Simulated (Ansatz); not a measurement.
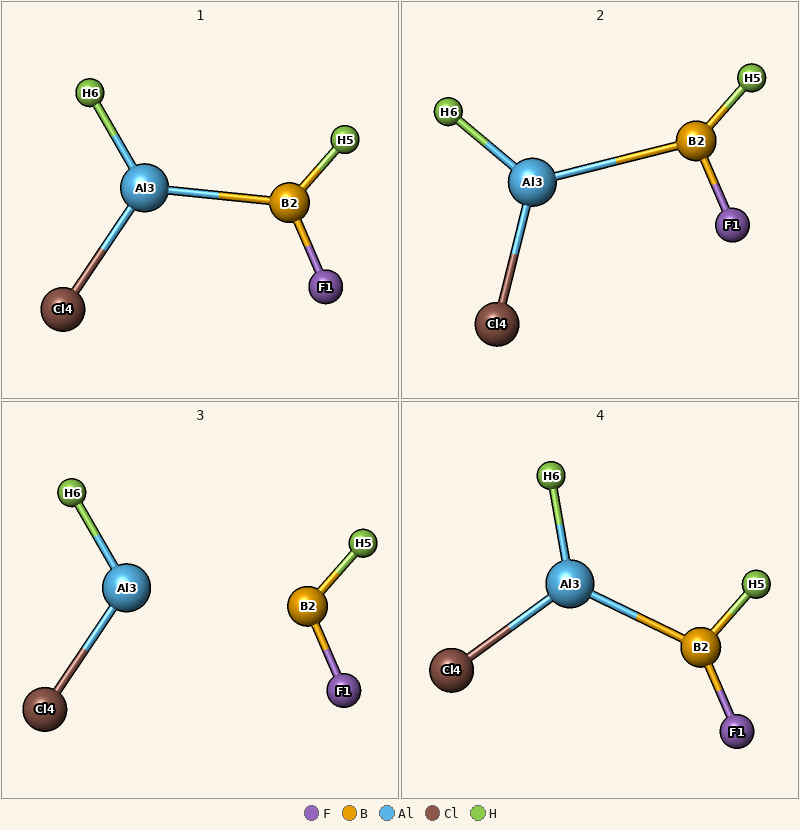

AlBClFH₂, SMILES F[BH][AlH][Cl]. 
- Two internal coordinates are moved rigidly from the geometry relaxed at PBE0-D4/def2-TZVP, all others fixed.
- Coordinates scanned: (1) bond B2–Al3; (2) angle Al3–B2–F1.
- The grid has 7 × 7 points.
- Energies are in kJ/mol, from the lowest grid point.
- Method: RKS PBE0-D4/def2-TZVPP (Ansatz 0.2.0).

The numbered pictures are structures from this grid.

Q: Rank them by energy, lowest first.

A: 1, at bond B2–Al3 = 2.096 Å, angle Al3–B2–F1 = 119.3°: 0 kJ/mol; 4, at bond B2–Al3 = 2.096 Å, angle Al3–B2–F1 = 139.3°: 19 kJ/mol; 2, at bond B2–Al3 = 2.430 Å, angle Al3–B2–F1 = 99.3°: 39 kJ/mol; 3, at bond B2–Al3 = 2.620 Å, angle Al3–B2–F1 = 119.3°: 54 kJ/mol.

The map, with the structures marked:

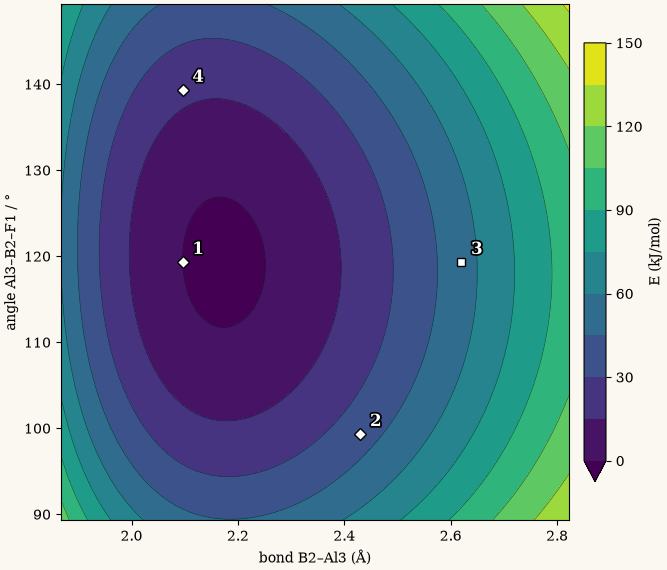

In the figure: filled contours. Between grid points the surface is interpolated.
